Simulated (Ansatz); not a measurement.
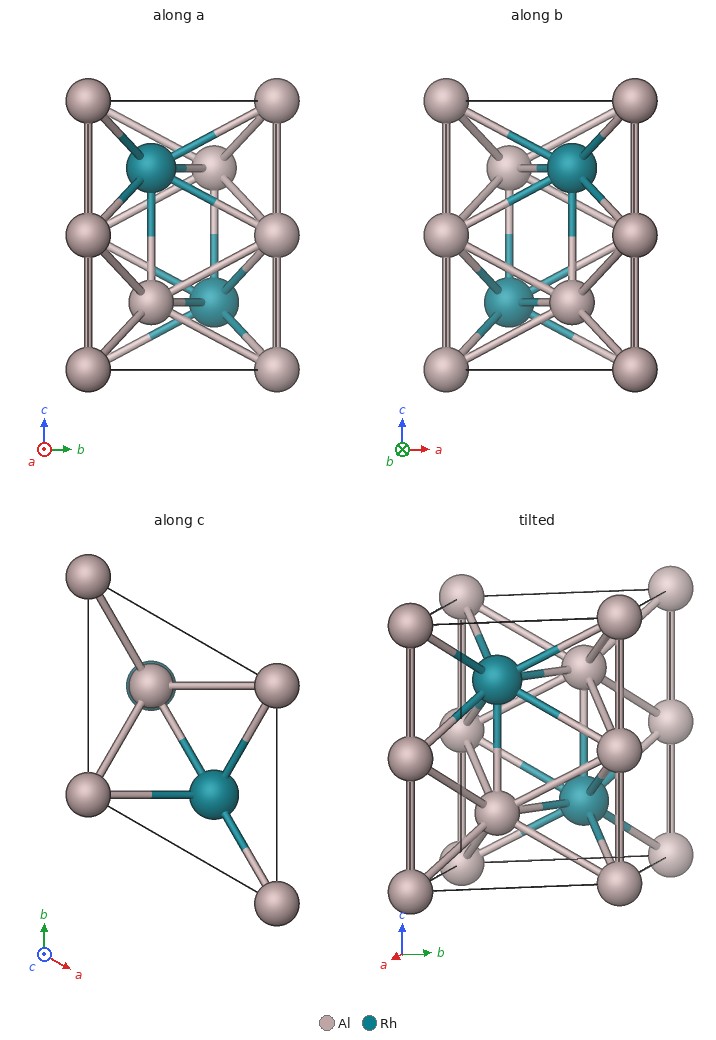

The crystal in a ball-and-stick representation, seen along the a axis, along the b axis, along the c axis and slightly off an axis. One conventional unit cell is framed, with atoms on its boundary repeated.

Lattice parameters: a = 4.3317 Å, b = 4.3317 Å, c = 5.3436 Å, α = 90.000°, β = 90.000°, γ = 120.000°.

From the views, write a CIF in P1 with every atom of the cell.

Answer.
```cif
data_structure
_symmetry_space_group_name_H-M 'P 1'
_symmetry_Int_Tables_number 1
_cell_length_a 4.3317
_cell_length_b 4.3317
_cell_length_c 5.3436
_cell_angle_alpha 90.000
_cell_angle_beta 90.000
_cell_angle_gamma 120.000
_cell_volume 86.83
loop_
_atom_site_label
_atom_site_type_symbol
_atom_site_fract_x
_atom_site_fract_y
_atom_site_fract_z
_atom_site_occupancy
Al1 Al 0.3333 0.6667 0.7500 1
Al2 Al 0.6667 0.3333 0.2500 1
Al3 Al 0.0000 0.0000 0.0000 1
Al4 Al 0.0000 0.0000 0.5000 1
Rh1 Rh 0.3333 0.6667 0.2500 1
Rh2 Rh 0.6667 0.3333 0.7500 1
```

The model was built from a structure type filled with these elements by a generator (whether the compound takes this form wasn't checked). The geometry was optimised with Ansatz 0.2.0, DFT PBE, scalar-relativistic, plane waves, PAW.
